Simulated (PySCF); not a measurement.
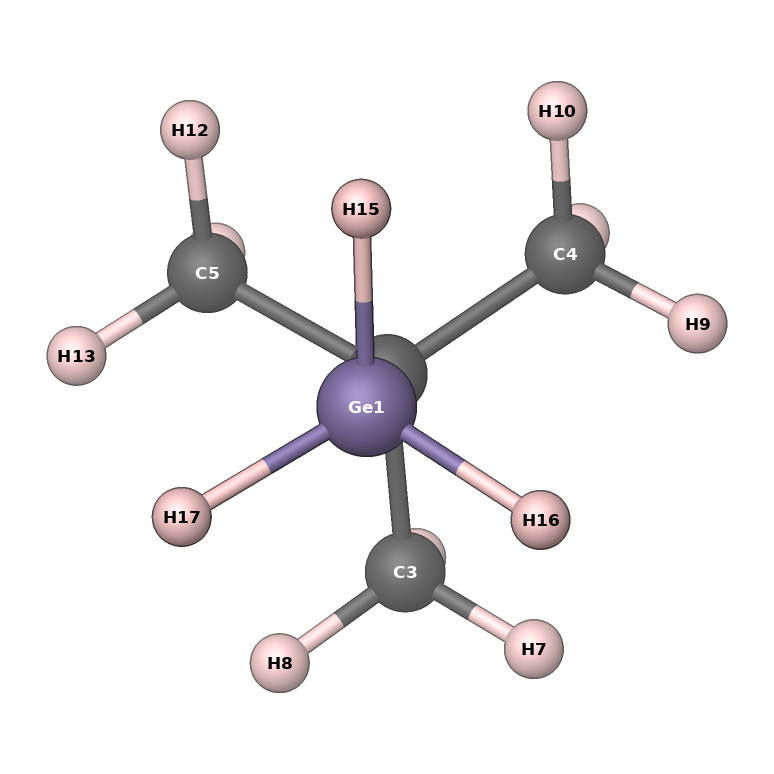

C2 lies behind Ge1. The molecule seen nearly along the Ge1–C2 bond, Ge1 in front. Distant atoms are faded towards the background colour. The geometry was computed by an optimisation with PBE0-D3(BJ)/def2-SVP. No frequency run is at hand to confirm it as a minimum.

> What is the torsion angle H15–Ge1–C2–C3? The sign is positive where the front bond must turn clockwise to cover the back bond.

176°, antiperiplanar (anti). The bonds about Ge1–C2 are staggered.
